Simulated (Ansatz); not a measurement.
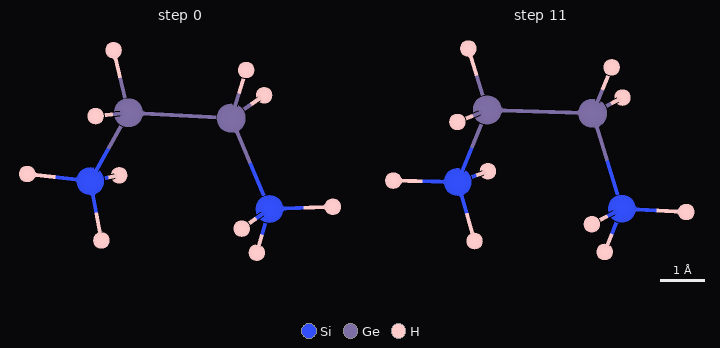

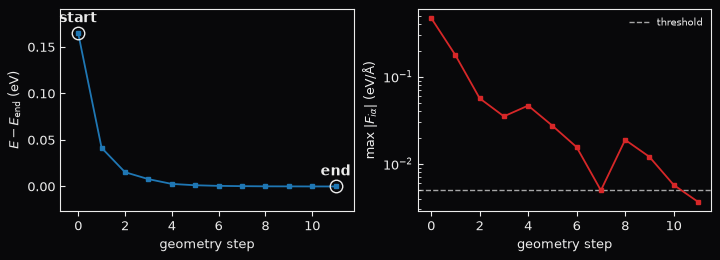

First and last geometry of a relaxation of Ge2Si2H10, with the history of the run. Style: ball-and-stick. Shown at a tilt.

The start comes from GFN2-xTB.

Theory: Ansatz, RKS PBE0-D4/def2-TZVP.

Input
```yaml
crystal:
  periodic: [false, false, false]
  atoms:
    - {symbol: Si, position_ang: [-1.901840, 1.724510, -0.447790]}
    - {symbol: Ge, position_ang: [-0.379420, 0.992340, 1.173870]}
    - {symbol: Ge, position_ang: [1.473750, -0.363450, 0.451260]}
    - {symbol: Si, position_ang: [1.011290, -2.235930, -0.874800]}
    - {symbol: H, position_ang: [-2.440230, 0.566630, -1.167310]}
    - {symbol: H, position_ang: [-3.017770, 2.463980, 0.139580]}
    - {symbol: H, position_ang: [-1.230920, 2.587340, -1.422060]}
    - {symbol: H, position_ang: [-1.104430, 0.206730, 2.253330]}
    - {symbol: H, position_ang: [0.150960, 2.139130, 2.015320]}
    - {symbol: H, position_ang: [2.440670, 0.561780, -0.267780]}
    - {symbol: H, position_ang: [2.321100, -0.717980, 1.659870]}
    - {symbol: H, position_ang: [0.149870, -3.173160, -0.151280]}
    - {symbol: H, position_ang: [2.227980, -2.938740, -1.278280]}
    - {symbol: H, position_ang: [0.298980, -1.813180, -2.083920]}
basis:
  gaussian: {orbitals: def2-TZVP}
hamiltonian: {xc: pbe0, dispersion: d4}
relax: {f_tol: 0.005, max_steps: 150}
```

Run as
```bash
ansatz run in.yaml --threads 4 --pin off --events-out ev --progress --plain --max-ram 11315MiB
```

Did the run converge, and what did it change?

Answer. It converged. The largest move after the best rigid fit is that of H14, 0.31 Å. Largest moves by element: H 0.31 Å, Si 0.18 Å, Ge 0.15 Å. Among the contacts that change: Ge3–Si4 2.341 → 2.378 Å, Si1–H6 1.462 → 1.487 Å, Si1–H5 1.466 → 1.487 Å, Ge2–H8 1.519 → 1.541 Å. Among the angles between lasting bonds that change: H8–Ge2–H9 99.4° → 107.8°, Si1–Ge2–Ge3 118.0° → 110.0°. After 11 geometry steps the energy has fallen by 0.165 eV. The largest force component goes from 0.47 to 0.0037 eV/Å. The forces were under the threshold at step 7, but the run went on from there. Cost: 65 s on 4 threads of Arm Neoverse V2 (shared host).

```csv
step,"E − E(0), eV","largest force component, eV/Å"
0,0.0000,0.4732
1,-0.1232,0.1772
2,-0.1494,0.0566
3,-0.1569,0.0351
4,-0.1620,0.0467
5,-0.1635,0.0274
6,-0.1641,0.0156
7,-0.1645,0.0050
8,-0.1646,0.0189
9,-0.1647,0.0121
10,-0.1648,0.0057
11,-0.1648,0.0037
```
